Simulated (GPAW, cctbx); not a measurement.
# Bonding in Mg3ZnS4 as X-rays see it

Question: by how much does bonding change the structure factors of Mg3ZnS4?

The cell is our own: ordered zincblende alloy in the eight-atom cube, 3 of 4 Zn sites given to Mg. All numbers below are calculated.

## 1. Find the equilibrium geometry

The density hangs on the geometry, so cell and atoms are relaxed first, with the symmetry held. The cutoff is set higher than for the density because stress converges slowly with plane waves.

Settings: GPAW 26.7.0, PBE, 650 eV, 4×4×4 k-points, Fermi–Dirac width 0.02 eV, BFGS to 0.02 eV/Å.

```text
cell
1.0
     5.637500000    0.000000000    0.000000000
     0.000000000    5.637500000    0.000000000
     0.000000000    0.000000000    5.637500000
Mg S Zn
3 4 1
Direct
0.000000000 0.000000000 0.500000000
0.000000000 0.500000000 0.000000000
0.500000000 0.000000000 0.000000000
0.250000000 0.250000000 0.750000000
0.250000000 0.750000000 0.250000000
0.750000000 0.250000000 0.250000000
0.750000000 0.750000000 0.750000000
0.500000000 0.500000000 0.500000000
```

```console
$ OMP_NUM_THREADS=1 mpirun -n 4 gpaw python run.py > gpaw.log
```

```text
BFGS:    0      -32.530144        0.515396
BFGS:    1      -32.544419        0.453708
BFGS:    2      -32.590339        0.042590
BFGS:    3      -32.590711        0.013946
cell  5.6366 5.6366 5.6366  90.00 90.00 90.00
volume 179.079 A^3, largest force 0.002 eV/A, largest stress 0.10 GPa
```

After 3 steps the volume has changed by 0.0 % and the energy by -0.061 eV; the largest stress left is 0.10 GPa. It took 3.4 min on 4 cores of Arm Neoverse N1 (shared host), peak memory 1.1 GiB.

Relaxed structure: P-43m (no. 215), a = 5.6366 Å, b = 5.6366 Å, c = 5.6366 Å, α = 90.00°, β = 90.00°, γ = 90.00°.

```csv
atom,mult.,x,y,z
Zn1,1,1/2,1/2,1/2
S1,4,0.2558,0.2558,0.7442
Mg1,3,0,0,1/2
```

## 2. The all-electron density

X-rays see the whole electron density, so the PAW density is rebuilt with its core regions. Subtracting spherical free atoms from the same code cancels the cores and leaves the deformation density Δρ, the part due to bonding.

Settings: PBE, 600 eV, 4×4×4 k-points, Fermi–Dirac width 0.02 eV; primitive cell of 8 atoms.

```console
$ OMP_NUM_THREADS=1 mpirun -n 4 gpaw python run.py > gpaw.log
```

```text
|iter:   1|       0s |  -34.172663 | +0.40 |       |
|iter:   2|       1s |  -33.856294 | -0.88 | -1.09 |
|iter:   3|       3s |  -32.534931 | -0.64 | -1.13 |
...
|iter:  18|      29s |  -32.583979c| -6.83 | -6.61c|
|iter:  19|      30s |  -32.583979c| -7.11 | -6.28c|
|iter:  20|      32s |  -32.583979c| -7.43c| -6.16c|
```

```text
grid (64, 64, 64)  electrons 130.000  moved by bonding 1.988 e
deformation density beyond 0.5 A of the nuclei: max 0.134, min -0.078 e/A^3
atom        x       y       z   Voronoi charge  moment
Zn1    0.5000  0.5000  0.5000      0.342       0.00
S 2    0.2558  0.2558  0.7442     -0.353       0.00
S 3    0.2558  0.7442  0.2558     -0.353       0.00
S 4    0.7442  0.2558  0.2558     -0.353       0.00
S 5    0.7442  0.7442  0.7442     -0.353       0.00
Mg6    0.0000  0.0000  0.5000      0.356       0.00
Mg7    0.0000  0.5000  0.0000      0.356       0.00
Mg8    0.5000  0.0000  0.0000      0.356       0.00
mean inner potential of superposed free atoms 11.096 V
total magnetic moment 0.000 muB
```

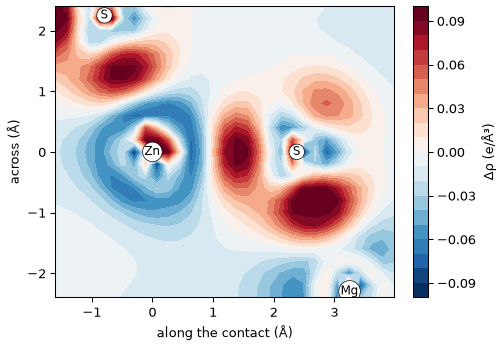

Deformation density in a plane through the shortest contact of the Zn atom at the origin; red gains electrons, blue loses them.

S gains most (-0.35 e) and Mg loses most (+0.36 e), as electronegativity suggests. Such charges fall far short of formal ones, since overlapping free atoms already put density on their neighbours. Along the shortest contact from the Zn atom at the map's origin, Zn–S at 2.38 Å, Δρ is +0.08 e/Å³ at the midpoint and highest, +0.10, 1.42 Å from Zn (points within 0.5 Å of a nucleus left out): a modest build-up. At the midpoints of other shortest contacts it is +0.09 (S–Mg, 2.46 Å) e/Å³. Point values carry grid noise of about 0.01 e/Å³. The run needed 20 iterations, 44 s.

## 3. Structure factors

The Fourier components of Δρ, added to those of the free atoms, give the static X-ray structure factors; the Mott–Bethe relation turns them into the Fourier components V of the potential that fast electrons feel.

```text
static structure factors of the conventional cell: F in electrons, V (Mott-Bethe) in volts
   h  k  l      d  |F| table  |F| free   |F| DFT   change   |V| free  |V| DFT  change %
   0  1  0  5.6366    19.726    19.713    19.709   -0.004     0.513    0.516      0.6
   0  1  1  3.9857    17.145    17.127    17.036   -0.091     0.390    0.427      9.5
   1  1  1  3.2543    73.659    73.722    74.320    0.598     4.950    4.762     -3.8
   0  2  0  2.8183     5.444     5.337     4.590   -0.747     0.643    0.492    -23.6
   0  2  1  2.5208    13.949    13.883    13.858   -0.026     0.289    0.294      1.4
   1  2  1  2.3011    15.415    15.336    15.323   -0.013     0.446    0.451      1.1
   0  2  2  1.9928    86.075    85.951    85.775   -0.176     4.443    4.460      0.4
   1  2  2  1.8789    15.446    15.336    15.283   -0.053     0.452    0.457      1.1
   0  3  0  1.8789     9.828     9.707     9.748    0.041     0.115    0.111     -3.2
   0  3  1  1.7824    13.569    13.455    13.479    0.024     0.349    0.347     -0.6
   1  3  1  1.6995    56.604    56.472    56.126   -0.346     2.622    2.650      1.1
   2  2  2  1.6271     7.104     6.836     7.273    0.436     0.293    0.323     10.4
   0  3  2  1.5633    16.679    16.582    16.553   -0.029     0.527    0.528      0.3
   1  3  2  1.5064    12.971    12.879    12.840   -0.038     0.350    0.352      0.6
```

The largest X-ray change is -0.75 e on 020, 14.0 % of |F|. For electrons V goes as (Z − F)/g², so a change of F counts against Z − F, which is small at low angle and wherever the atoms' terms cancel: |V| of 020 moves by -23.6 % (0.64 to 0.49 V) against -14.0 % in |F|. The last three rows still change by up to 0.44 e; the table stops while the angles are still low. The tabulated Hartree–Fock atoms differ from the free DFT atoms by up to 0.27 e, so the choice of reference atom matters too.

## 4. Answer

Bonding moves 1.99 e in the primitive cell of Mg3ZnS4 and changes the structure factors of the conventional cell in the table above by at most 0.75 e (020, 14.0 %). The shortest bond, Zn–S, has Δρ = +0.08 e/Å³ at its midpoint. Limits: static density, frozen cores, no spin–orbit coupling.

[Outputs are excerpts: Python notices, other lines and further rows are left out; steps that failed or that the build refused (PBEsol, TPSS) are not shown.]

[Logs are printed without paths, hosts, clocks, repeated set-up lines and the standing remarks that a program may print on its own settings, such as how far it seeks lower states.]
